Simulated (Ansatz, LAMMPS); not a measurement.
# A frame of liquid mixture of sulfolane and H2O from 440 K (192 atoms): geometry optimisation, part 2 of 3

How does a frame of liquid mixture of sulfolane and H2O from 440 K (192 atoms) relax, and what do bonds, charges and levels look like afterwards?

Ansatz 0.2.0; Kohn-Sham DFT, PBE+D3(BJ), PAW (set soft_2), plane waves.

The cell: 28 O, 12 S, 48 C and 104 H. The network of contacts between molecules at the start is that of the classical potential that made the cell. The density was typed from a rule of thumb and may lie off the real one at this temperature. Sampling is at Γ alone, for a cell whose shortest periodic width is 13 Å.

So far. Step 3 (Single point at the start): Neighbours are counted within 1.34 Å (H-C), 1.21 Å (H-O), 1.85 Å (C-C), 2.21 Å (C-S), 1.88 Å (O-S).

## Step 4: Relaxation

With the cell held, the atoms are moved downhill towards a nearby minimum.

File input.yaml:

```yaml
crystal:
  lattice:
    - [13.14856, 0.0, 0.0]
    - [0.0, 13.14856, 0.0]
    - [0.0, 0.0, 13.14856]
  atoms:
    [... the 192 atom lines of step 3 ...]
kpoints:
  mp_grid: { grid: [1, 1, 1] }
hamiltonian:
  xc: pbe
  dispersion: d3bj
scf:
  occupations: { method: fixed }
output:
  forces: true
relax:
  f_tol: 0.05
  max_steps: 200
```

Launch:

```bash
$ ansatz run input.yaml --threads 4 --pin off --max-ram 8192MiB --backend cpu --events-out ev --progress --plain --runs-dir out
```

Numbers of over 12 decimals in the logs are rounded to 6 here.

The log of the run:

```text
[...]
Crystal: 192 atoms, lattice volume = 2273.184 Å³
Basis set: ecut = 420 eV, 44299 PW (Γ), exchange–correlation on 180×180×180 points (8 copies of the dense FFT grid, shifted against one another)
Bands: 460, of which v1, the nominal top of the filled ones, is band 268 counted from 1 (267 counted from 0)
Symmetry: 1 space group operations
[...]
k-points: 1
[...]
SCF iter   1: F=—  HF=-40408.973681 eV  |F-HF|=—  |Δ(HF+E_count)|=         —  Δρ=6.78e-3  dr2=1.27e0  ethr=1.77e-3  ⟨swp⟩=5.0  Hψ=1551  notcnv=0  defer=187
[...]
SCF iter   3: F=—  HF=-40408.610590 eV  |F-HF|=—  |Δ(HF+E_count)|=   2.13e-2  Δρ=1.45e-3  dr2=6.50e-2  ethr=4.56e-5  ⟨swp⟩=3.0  Hψ=544  notcnv=0  defer=80
automatic band count: iteration 3 solves 350 bands in place of 460: the levels show a gap, and the empty bands left out lie too high to hold charge; the band table lists the bands solved (type scf.n_extra_bands for more)
SCF iter   4: F=—  HF=-40408.608599 eV  |F-HF|=—  |Δ(HF+E_count)|=   1.99e-3  Δρ=6.27e-4  dr2=1.30e-2  ethr=1.21e-5  ⟨swp⟩=4.0  Hψ=405  notcnv=0  defer=80
[...]
SCF iter   7: F=-40408.606747 eV  HF=-40408.606760 eV  |F-HF|=1.27e-5  |Δ(HF+E_count)|=   9.23e-5  Δρ=2.94e-5  dr2=2.56e-5  ethr=1.17e-8  ⟨swp⟩=3.0  Hψ=1216  notcnv=0
SCF 1 converged in 7 iterations: F = -40408.606747 eV  dr2 = 2.56e-5
[...]
relax step   1: F+E_penalty+E_count = -40408.60674718 eV  Δ(F+E_penalty+E_count) = +0.000e0 eV  max|allowed force component| = 5.230e0 eV/Å  Δτ_max = 0.0000 Å  (7 SCF iters, dr2 threshold 6.25e-5 eV, accepted)
[... from here on, the SCF cycles and remarks between the steps are left out ...]
relax step   2: F+E_penalty+E_count = -40418.26531992 eV  Δ(F+E_penalty+E_count) = -9.659e0 eV  max|allowed force component| = 2.115e0 eV/Å  Δτ_max = 0.1949 Å  (7 SCF iters, dr2 threshold 1.00e-4 eV, accepted)
relax step   3: F+E_penalty+E_count = -40420.59927985 eV  Δ(F+E_penalty+E_count) = -2.334e0 eV  max|allowed force component| = 1.835e0 eV/Å  Δτ_max = 0.1918 Å  (7 SCF iters, dr2 threshold 1.00e-4 eV, accepted)
relax step   4: F+E_penalty+E_count = -40421.11215848 eV  Δ(F+E_penalty+E_count) = -5.129e-1 eV  max|allowed force component| = 1.205e0 eV/Å  Δτ_max = 0.2000 Å  (7 SCF iters, dr2 threshold 1.00e-4 eV, accepted)
relax step   5: F+E_penalty+E_count = -40421.31080217 eV  Δ(F+E_penalty+E_count) = -1.986e-1 eV  max|allowed force component| = 1.827e0 eV/Å  Δτ_max = 0.1918 Å  (7 SCF iters, dr2 threshold 1.00e-4 eV, accepted)
relax step   6: F+E_penalty+E_count = -40421.61144337 eV  Δ(F+E_penalty+E_count) = -3.006e-1 eV  max|allowed force component| = 8.369e-2 eV/Å  Δτ_max = 0.2000 Å  (7 SCF iters, dr2 threshold 1.00e-4 eV, accepted)
relax step   7: F+E_penalty+E_count = -40421.65337421 eV  Δ(F+E_penalty+E_count) = -4.193e-2 eV  max|allowed force component| = 3.920e-1 eV/Å  Δτ_max = 0.2000 Å  (10 SCF iters, accepted)
relax step   8: F+E_penalty+E_count = -40421.65971456 eV  Δ(F+E_penalty+E_count) = -6.340e-3 eV  max|allowed force component| = 1.952e0 eV/Å  Δτ_max = 0.1945 Å  (7 SCF iters, dr2 threshold 9.60e-6 eV, accepted)
relax step   9: F+E_penalty+E_count = -40421.79107695 eV  Δ(F+E_penalty+E_count) = -1.314e-1 eV  max|allowed force component| = 7.980e-2 eV/Å  Δτ_max = 0.1428 Å  (6 SCF iters, dr2 threshold 1.00e-4 eV, accepted)
relax step  10: F+E_penalty+E_count = -40421.82682199 eV  Δ(F+E_penalty+E_count) = -3.575e-2 eV  max|allowed force component| = 2.363e-2 eV/Å  Δτ_max = 0.1020 Å  (10 SCF iters, accepted)
relax step  11: F+E_penalty+E_count = -40421.87141285 eV  Δ(F+E_penalty+E_count) = -4.459e-2 eV  max|allowed force component| = 1.143e-1 eV/Å  Δτ_max = 0.1951 Å  (11 SCF iters, accepted)
relax step  12: F+E_penalty+E_count = -40421.86703877 eV  Δ(F+E_penalty+E_count) = +4.374e-3 eV  max|allowed force component| = 9.155e-1 eV/Å  Δτ_max = 0.1958 Å  (10 SCF iters, rejected (line search))
relax step  13: F+E_penalty+E_count = -40421.89318842 eV  Δ(F+E_penalty+E_count) = -2.178e-2 eV  max|allowed force component| = 4.352e-1 eV/Å  Δτ_max = 0.0959 Å  (10 SCF iters, accepted)
relax step  14: F+E_penalty+E_count = -40421.90408218 eV  Δ(F+E_penalty+E_count) = -1.089e-2 eV  max|allowed force component| = 5.786e-1 eV/Å  Δτ_max = 0.0975 Å  (6 SCF iters, dr2 threshold 1.00e-4 eV, accepted)
relax step  15: F+E_penalty+E_count = -40421.92766059 eV  Δ(F+E_penalty+E_count) = -2.358e-2 eV  max|allowed force component| = 4.967e-1 eV/Å  Δτ_max = 0.1470 Å  (6 SCF iters, dr2 threshold 1.00e-4 eV, accepted)
relax step  16: F+E_penalty+E_count = -40421.94142906 eV  Δ(F+E_penalty+E_count) = -1.377e-2 eV  max|allowed force component| = 4.056e-1 eV/Å  Δτ_max = 0.0783 Å  (6 SCF iters, dr2 threshold 1.00e-4 eV, accepted)
relax step  17: F+E_penalty+E_count = -40421.95325154 eV  Δ(F+E_penalty+E_count) = -1.182e-2 eV  max|allowed force component| = 5.769e-1 eV/Å  Δτ_max = 0.0783 Å  (6 SCF iters, dr2 threshold 1.00e-4 eV, accepted)
[...]
relax step  24: F+E_penalty+E_count = -40422.05368105 eV  Δ(F+E_penalty+E_count) = -1.957e-2 eV  max|allowed force component| = 1.309e-1 eV/Å  Δτ_max = 0.1136 Å  (7 SCF iters, dr2 threshold 3.76e-5 eV, accepted)
relax step  25: F+E_penalty+E_count = -40422.06962388 eV  Δ(F+E_penalty+E_count) = -1.594e-2 eV  max|allowed force component| = 2.310e-1 eV/Å  Δτ_max = 0.1965 Å  (8 SCF iters, dr2 threshold 2.65e-6 eV, accepted)
relax step  26: F+E_penalty+E_count = -40422.07724307 eV  Δ(F+E_penalty+E_count) = -7.619e-3 eV  max|allowed force component| = 3.287e-1 eV/Å  Δτ_max = 0.1599 Å  (8 SCF iters, dr2 threshold 8.25e-6 eV, accepted)
relax step  27: F+E_penalty+E_count = -40422.08695273 eV  Δ(F+E_penalty+E_count) = -9.710e-3 eV  max|allowed force component| = 2.847e-1 eV/Å  Δτ_max = 0.0664 Å  (5 SCF iters, dr2 threshold 1.00e-4 eV, accepted)
relax step  28: F+E_penalty+E_count = -40422.09709044 eV  Δ(F+E_penalty+E_count) = -1.014e-2 eV  max|allowed force component| = 4.389e-1 eV/Å  Δτ_max = 0.0728 Å  (5 SCF iters, dr2 threshold 6.08e-5 eV, accepted)
relax step  29: F+E_penalty+E_count = -40422.10710826 eV  Δ(F+E_penalty+E_count) = -1.002e-2 eV  max|allowed force component| = 3.929e-1 eV/Å  Δτ_max = 0.1015 Å  (6 SCF iters, dr2 threshold 1.00e-4 eV, accepted)
relax step  30: F+E_penalty+E_count = -40422.11785245 eV  Δ(F+E_penalty+E_count) = -1.074e-2 eV  max|allowed force component| = 1.867e-1 eV/Å  Δτ_max = 0.1997 Å  (6 SCF iters, dr2 threshold 1.00e-4 eV, accepted)
relax step  31: F+E_penalty+E_count = -40422.12358154 eV  Δ(F+E_penalty+E_count) = -5.729e-3 eV  max|allowed force component| = 1.434e-1 eV/Å  Δτ_max = 0.0284 Å  (6 SCF iters, dr2 threshold 7.87e-6 eV, accepted)
relax step  32: F+E_penalty+E_count = -40422.12460825 eV  Δ(F+E_penalty+E_count) = -1.027e-3 eV  max|allowed force component| = 2.315e-1 eV/Å  Δτ_max = 0.0763 Å  (7 SCF iters, dr2 threshold 4.64e-6 eV, accepted)
relax step  33: F+E_penalty+E_count = -40422.14139665 eV  Δ(F+E_penalty+E_count) = -1.679e-2 eV  max|allowed force component| = 2.793e-2 eV/Å  Δτ_max = 0.0612 Å  (6 SCF iters, dr2 threshold 3.16e-5 eV, accepted)
relax step  34: F+E_penalty+E_count = -40422.14140331 eV  Δ(F+E_penalty+E_count) = -6.660e-6 eV  max|allowed force component| = 2.790e-2 eV/Å  Δτ_max = 0.0000 Å  (5 SCF iters, accepted)
relax step  35: F+E_penalty+E_count = -40422.15297949 eV  Δ(F+E_penalty+E_count) = -1.158e-2 eV  max|allowed force component| = 1.708e-1 eV/Å  Δτ_max = 0.1469 Å  (10 SCF iters, accepted)
relax step  36: F+E_penalty+E_count = -40422.16235637 eV  Δ(F+E_penalty+E_count) = -9.377e-3 eV  max|allowed force component| = 2.028e-1 eV/Å  Δτ_max = 0.1217 Å  (7 SCF iters, dr2 threshold 2.91e-5 eV, accepted)
relax step  37: F+E_penalty+E_count = -40422.15707837 eV  Δ(F+E_penalty+E_count) = +5.278e-3 eV  max|allowed force component| = 7.715e-1 eV/Å  Δτ_max = 0.1400 Å  (7 SCF iters, dr2 threshold 4.11e-5 eV, rejected (line search))
relax step  38: F+E_penalty+E_count = -40422.17219830 eV  Δ(F+E_penalty+E_count) = -9.842e-3 eV  max|allowed force component| = 2.393e-1 eV/Å  Δτ_max = 0.0668 Å  (10 SCF iters, accepted)
relax step  39: F+E_penalty+E_count = -40422.18599586 eV  Δ(F+E_penalty+E_count) = -1.380e-2 eV  max|allowed force component| = 2.333e-2 eV/Å  Δτ_max = 0.0623 Å  (6 SCF iters, dr2 threshold 5.73e-5 eV, accepted)
relax step  40: F+E_penalty+E_count = -40422.18600232 eV  Δ(F+E_penalty+E_count) = -6.459e-6 eV  max|allowed force component| = 2.344e-2 eV/Å  Δτ_max = 0.0000 Å  (5 SCF iters, accepted)
relax step  41: F+E_penalty+E_count = -40422.20278683 eV  Δ(F+E_penalty+E_count) = -1.678e-2 eV  max|allowed force component| = 9.107e-2 eV/Å  Δτ_max = 0.1469 Å  (10 SCF iters, accepted)
relax step  42: F+E_penalty+E_count = -40422.20588016 eV  Δ(F+E_penalty+E_count) = -3.093e-3 eV  max|allowed force component| = 5.366e-1 eV/Å  Δτ_max = 0.1980 Å  (8 SCF iters, dr2 threshold 8.29e-6 eV, accepted)
relax step  43: F+E_penalty+E_count = -40422.21654847 eV  Δ(F+E_penalty+E_count) = -1.067e-2 eV  max|allowed force component| = 7.284e-1 eV/Å  Δτ_max = 0.0892 Å  (5 SCF iters, dr2 threshold 1.00e-4 eV, accepted)
relax step  44: F+E_penalty+E_count = -40422.24510009 eV  Δ(F+E_penalty+E_count) = -2.855e-2 eV  max|allowed force component| = 4.179e-2 eV/Å  Δτ_max = 0.0740 Å  (6 SCF iters, dr2 threshold 1.00e-4 eV, accepted)
relax step  45: F+E_penalty+E_count = -40422.24510568 eV  Δ(F+E_penalty+E_count) = -5.593e-6 eV  max|allowed force component| = 4.162e-2 eV/Å  Δτ_max = 0.0000 Å  (5 SCF iters, accepted)
SCF converged after 5 iterations
Free energy (F): -40422.245106 eV
[...]
Internal energy: -40422.245106 eV  (E = F + TS)
E sigma→0 (E₀):  -40422.245106 eV
Fermi energy:    -1.479494 eV
[...]
--- Forces (eV/Å), atoms counted from 1 ---
  atom   1  O     -0.00356016    -0.00419285     0.00078751
  atom   2  S      0.01314381     0.00989146    -0.02124282
  atom   3  O     -0.00894990     0.00398927     0.00419134
  atom   4  C     -0.00945651    -0.00016851     0.01155136
  atom   5  C      0.00162270    -0.00027887     0.00624214
  atom   6  C     -0.00370393     0.01487376    -0.01060719
  atom   7  C     -0.01040255    -0.00392688     0.00093437
  atom   8  H      0.00079110    -0.00115615    -0.00059387
  atom   9  H     -0.00208744     0.00185029     0.00787479
  atom  10  H      0.00405098     0.00254581    -0.00496918
  atom  11  H      0.00336596     0.00159386     0.00239661
  atom  12  H      0.00039100     0.00094277    -0.00216872
  atom  13  H     -0.00368963     0.00343612     0.00395477
  atom  14  H     -0.00192919     0.00024174    -0.00458488
[...]
atom 191  H     -0.00216464    -0.00352169    -0.00024848
  atom 192  H     -0.00191711    -0.01379157     0.00852406
  max |Σ_I F_I| component: 4.21e-5 eV/Å
--- Relaxed structure (45 steps of the walk, 43 accepted, 0 SCFs on fresh bases) ---
  F+E_penalty+E_count = -40422.24510568 eV   max|allowed force component| = 4.162e-2 eV/Å
  atoms:
    - { symbol: O, position: [0.380000, 0.200592, 1.027971] }
    - { symbol: S, position: [0.415970, 0.159431, 0.930818] }
    - { symbol: O, position: [0.526209, 0.156187, 0.914094] }
    - { symbol: C, position: [0.354845, 0.223242, 0.823875] }
[...]
- { symbol: H, position: [0.575199, 0.644388, 0.368467] }
```

Elapsed: 5.2 min, on 4 threads of Intel Xeon 6975P-C (Granite Rapids), shared host; peak memory 2.8 GiB; 19 min of CPU time.

Relaxation path (22 of 45):

```
step  energy less that of the first step (eV)  largest force component (eV/Å)
   1                                   0.0000                          5.2298
   3                                 -11.9925                          1.8350
   5                                 -12.7041                          1.8273
   7                                 -13.0466                          0.3920
   9                                 -13.1843                          0.0798
  11                                 -13.2647                          0.1143
  14                                 -13.2973                          0.5786
  16                                 -13.3347                          0.4056
  18                                 -13.3609                          0.4749
  20                                 -13.3914                          0.2476
  22                                 -13.4119                          0.5721
  24                                 -13.4469                          0.1309
  26                                 -13.4705                          0.3287
  28                                 -13.4903                          0.4389
  30                                 -13.5111                          0.1867
  32                                 -13.5179                          0.2315
  35                                 -13.5462                          0.1708
  37                                 -13.5503                          0.7715
  39                                 -13.5792                          0.0233
  41                                 -13.5960                          0.0911
  43                                 -13.6098                          0.7284
  45                                 -13.6384                          0.0416
```

Relaxation steps 12, 37 were tried and not accepted.

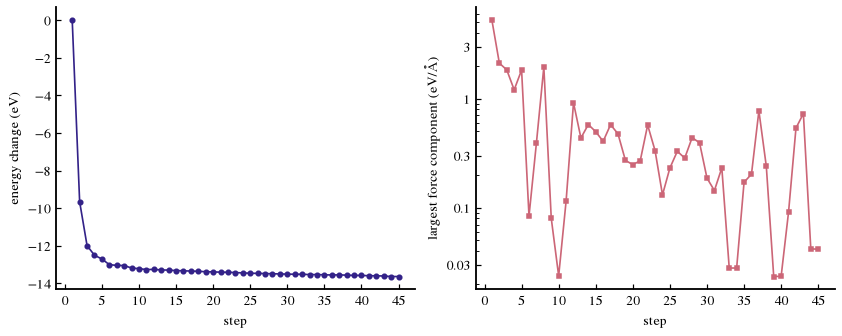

Energy and largest force along the relaxation.

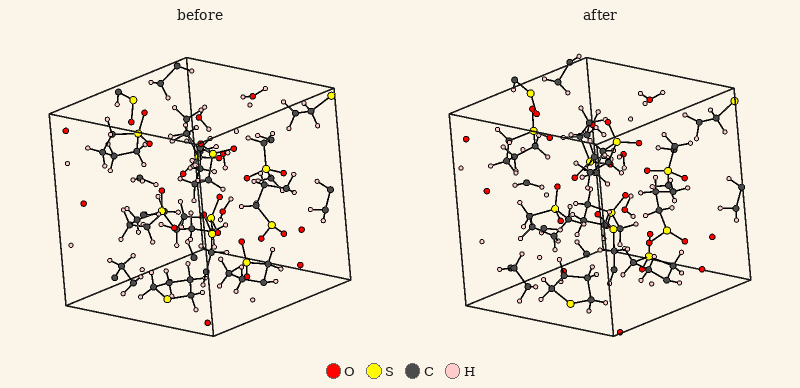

Before and after, at one scale. Bonds to atoms that aren't drawn are left out.

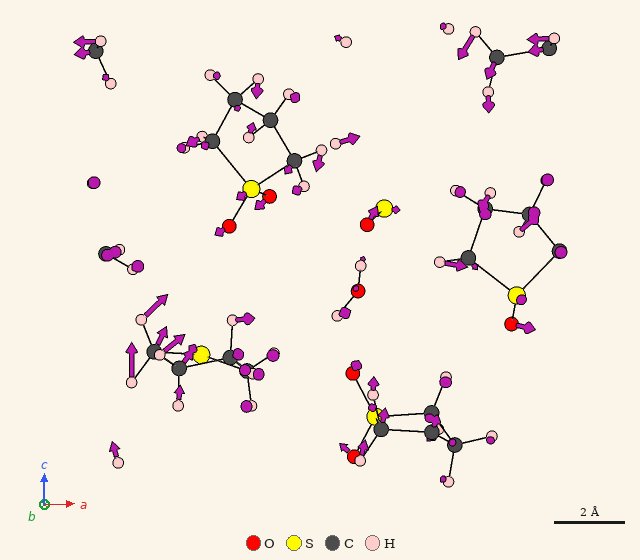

Displacements in the relaxation, scaled; the longest in the cell stands for 2.14 Å. Drawn is a slice 4 Å thick, seen along the normal of the ac plane. Bonds to atoms that aren't drawn are left out.

The atoms that moved most (Å):

```
atom      dx      dy      dz  length
 H86  -0.071  -2.130   0.213   2.142
O166  -0.824   1.695   0.840   2.063
H178   0.635  -1.128   1.315   1.845
H105  -1.606   0.639  -0.452   1.786
H180   0.390   0.435   1.672   1.771
H114  -0.016  -0.341   1.713   1.747
 H69   1.350  -0.964  -0.320   1.689
 H85   0.710  -1.285   0.803   1.673
```

The relaxation changed the energy by -71.0 meV/atom, and atoms moved by 0.93 Å r.m.s., 2.1 Å at most.

## Step 5: Local order after relaxation

Bonds before and after, by the cutoffs listed below:

```
pair  bonds before  bonds after  mean before (Å)  mean after (Å)  spread before (Å)  spread after (Å)
 H-C            96           96            1.084           1.097              0.039             0.001
 H-O             8            8            1.000           0.980              0.000             0.003
 C-C            36           36            1.519           1.533              0.037             0.007
 C-S            24           24            1.760           1.816              0.035             0.008
 O-S            24           24            1.448           1.466              0.023             0.003
```

Density 1.11 g/cm³, 11.84 Å³ an atom.

Pair distribution functions g(r), in bins of 0.2 Å:

```
r (Å)  total   H-H    H-C   H-O   H-S    C-C   C-O
 0.90   0.41  0.00   0.00  2.62  0.00   0.00  0.00
 1.10   4.08  0.00  15.05  0.00  0.00   0.00  0.00
 1.30   0.00  0.00   0.00  0.00  0.00   0.00  0.00
 1.50   1.39  0.28   0.00  0.00  0.00  12.15  0.00
 1.70   0.60  2.02   0.00  0.00  0.00   0.00  0.00
 1.90   0.60  0.50   0.00  0.69  0.00   0.00  0.00
 2.10   1.16  0.00   4.29  0.00  0.00   0.00  0.00
 2.30   0.87  0.43   1.17  0.40  5.25   0.00  0.00
 2.50   1.15  2.19   0.00  0.95  0.86   3.08  0.00
 2.70   1.57  1.64   0.38  2.75  0.00   1.28  4.44
 2.90   0.72  0.90   0.68  1.00  1.00   0.00  0.00
 3.10   0.73  1.07   0.37  1.24  1.52   0.00  0.14
 3.30   0.78  0.67   0.77  1.60  0.66   0.00  1.03
 3.50   1.09  0.63   1.64  1.29  0.99   0.00  2.64
 3.70   0.86  0.69   0.69  0.82  2.06   0.06  2.45
 3.90   0.94  1.23   0.79  0.73  1.06   0.36  1.56
 4.10   0.82  1.02   0.67  0.88  0.73   0.56  1.04
 4.30   0.94  1.02   0.70  1.59  0.78   0.67  0.77
 4.50   0.95  0.86   0.91  1.27  0.57   0.97  0.63
 4.70   0.97  1.02   0.90  1.10  0.75   0.56  1.07
 4.90   0.87  0.77   0.90  0.75  1.18   0.85  0.89
 5.10   0.96  0.92   1.03  0.90  1.17   0.97  0.86
 5.30   0.99  1.10   0.99  0.83  0.87   0.97  0.86
 5.50   1.00  1.00   1.09  0.93  1.25   0.98  0.78
 5.70   1.08  1.08   1.01  1.03  1.12   1.65  0.99
 5.90   1.11  1.00   1.16  0.98  1.19   1.51  1.16
 6.10   1.03  0.94   1.07  0.99  0.76   1.50  0.96
 6.30   1.05  1.02   1.14  1.03  0.89   1.08  0.83
```

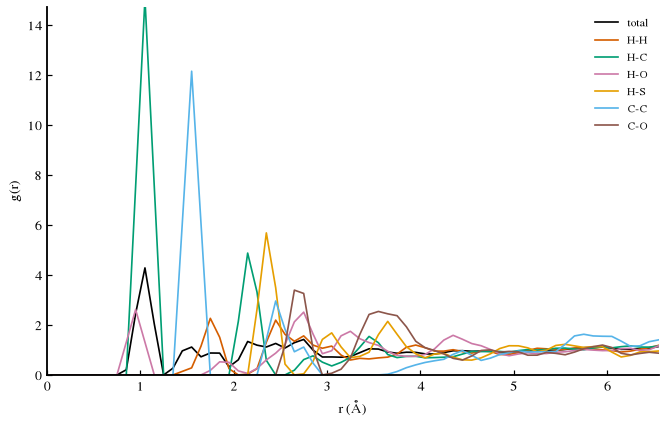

Pair distribution functions, lightly smoothed, with peaks cut at 14.

Bonds by pair of elements; cutoffs follow the first minimum of g(r), held within bounds set by covalent radii, and pairs that aren't listed don't count as bonded:

```
pair A-B  cutoff (Å)  bonds  mean length (Å)  spread (Å)  shortest (Å)  B about A  A about B
     H-C        1.34     96             1.10       0.001          1.09      0.923          2
     H-O        1.21      8             0.98       0.003         0.977      0.077      0.286
     C-C        1.85     36             1.53       0.007          1.52        1.5        1.5
     C-S        2.21     24             1.82       0.008          1.79        0.5          2
     O-S        1.88     24             1.47       0.003          1.46      0.857          2
```

How many atoms have how many bonded neighbours:

```
element  mean    1  2   4
      C     4    0  0  48
      H     1  104  0   0
      O  1.14   24  4   0
      S     4    0  0  12
```

Bond angles (no mean is given where the spread exceeds 20°):

```
angle  count  mean (°)  spread (°)
C-C-H    144       112         1.9
H-C-S     48       107         1.1
H-C-H     48       109         1.3
C-S-O     48       110         1.1
C-C-S     24       105         1.1
```

Bond length by coordination (bonds to H left out):

```
element  coordination  atoms  mean bond length (Å)
      O             1     24                  1.47
```

Rings of the network by King's shortest-path rule, up to 12 atoms, one path for each pair of neighbours; H, halogens, alkali and alkaline-earth atoms are left out, and the last column divides by all other atoms, bonded or not:

```
ring size (atoms)  rings  per network atom
                5     12             0.136
```

With the cutoffs above, all C atoms have 4, all H atoms have 1, 86 % of O atoms have 1 and all S atoms have 4 bonded neighbours. The C-C-H angle averages 112° with a spread of 1.9°. All rings counted have 5 atoms.

(Part 2 of 3 ends here.)

[Logs are printed without paths, hosts, clocks, repeated set-up lines and the standing remarks that a program may print on its own settings, such as how far it seeks lower states.]

[Hosts, paths, dates, database ids (printed as entryN), source tags and the programs' standing remarks are cut or masked in the printed files.]
